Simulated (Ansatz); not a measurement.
# CH5AsSi: vertical energies of changing the electron count from a Python script

Wanted for CH5AsSi: vertical energies of changing the electron count.

Computed with the Python package of Ansatz 0.2.0. Level of theory: PBE0/def2-SVPD.

### 1 Starting point

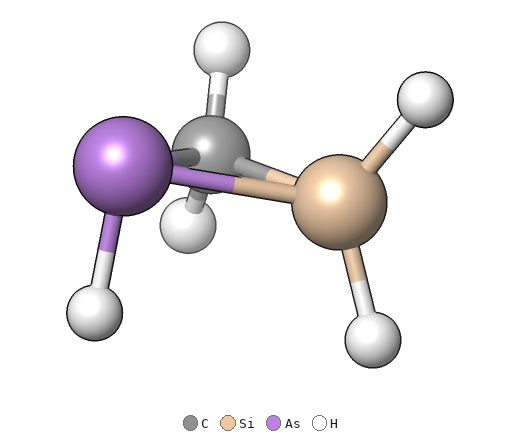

The structure that the script starts from, seen from a chosen angle (carbon grey, silicon light orange, arsenic purple, hydrogen white).

ch5assi.xyz, read by the script:

```xyz
8

C    -0.74070   -0.04490   -0.48780
Si    0.70940    0.73490    0.25770
As   -0.57040   -1.08640    1.08820
H    -0.52800   -0.53830   -1.44900
H    -1.67820    0.65160   -0.46720
H     0.47000    2.00100    0.99680
H     2.01530    0.31540   -0.33350
H     0.41470   -2.09030    0.33900
```

### 2 The code

Contents of run_ip.py:

```python
import ansatz


def energy(molecule, charge=0, unpaired=0):
    calc = (
        molecule.calculation()
        .basis(gaussian="def2-SVPD")
        .functional("pbe0")
    )
    if charge:
        calc = calc.charge(charge)
    if unpaired:
        calc = calc.spin("collinear", total=unpaired)
    report = calc.run().report
    if report["published_state_doubts"]:
        print("  doubts:", report["published_state_doubts"])
    return report["free_energy_ev"]


def main() -> None:
    molecule = ansatz.Crystal.molecule_from_extxyz("ch5assi.xyz")

    parent = energy(molecule, 0, 0)
    cation = energy(molecule, 1, 1)
    print(f"E(N)   = {parent:.5f} eV")
    print(f"E(N-1) = {cation:.5f} eV  (1 unpaired)")
    print(f"vertical ionisation energy {cation - parent:.3f} eV")
    anion = energy(molecule, -1, 1)
    print(f"E(N+1) = {anion:.5f} eV  (1 unpaired)")
    print(f"vertical electron affinity {parent - anion:.3f} eV" + ("" if anion < parent else " (unbound in this basis)"))
    print(f"fundamental gap IP - EA = {cation + anion - 2 * parent:.3f} eV")


if __name__ == "__main__":
    main()
```

### 3 The calls as engine input

The package turns the script's settings into the engine's input (first run):

```yaml
crystal:
  periodic: [false, false, false]
  atoms:
    - { symbol: C, position_ang: [-0.7407, -0.0449, -0.4878] }
    - { symbol: Si, position_ang: [0.7094, 0.7349, 0.2577] }
    - { symbol: As, position_ang: [-0.5704, -1.0864, 1.0882] }
    - { symbol: H, position_ang: [-0.528, -0.5383, -1.449] }
    - { symbol: H, position_ang: [-1.6782, 0.6516, -0.4672] }
    - { symbol: H, position_ang: [0.47, 2.001, 0.9968] }
    - { symbol: H, position_ang: [2.0153, 0.3154, -0.3335] }
    - { symbol: H, position_ang: [0.4147, -2.0903, 0.339] }
basis:
  gaussian:
    orbitals: def2-SVPD
hamiltonian:
  xc: pbe0
```

### 4 Launch

Started as:

```
> python run_ip.py
```

**Question.** What does it cost to change the electron count at this fixed geometry?

As calculated:

| quantity | value |
| --- | --- |
| vertical ionisation energy | 8.441 eV |
| vertical electron affinity | -0.938 eV |
| runs compared | 3 |

**Reading.** The ionisation energy is a difference of two total energies at the neutral geometry. The added electron isn't bound in this basis, so the negative affinity reflects the basis as much as the molecule. At this unrelaxed geometry removing an electron costs 8.44 eV and an added one is unbound in this basis (by 0.94 eV). Caveats:
- The geometry is a force-field or estimated start, not a minimum of this method, and the basis set is short of its limit. All parts are taken at fixed geometry, without zero-point energy. At an unrelaxed start these energies can be a whole eV from those at the minimum, and a small affinity can change sign.
- A negative electron affinity means that the anion is unbound here; its size hangs on the basis and tends to about zero as the basis grows, and so does its part in any gap built on it.
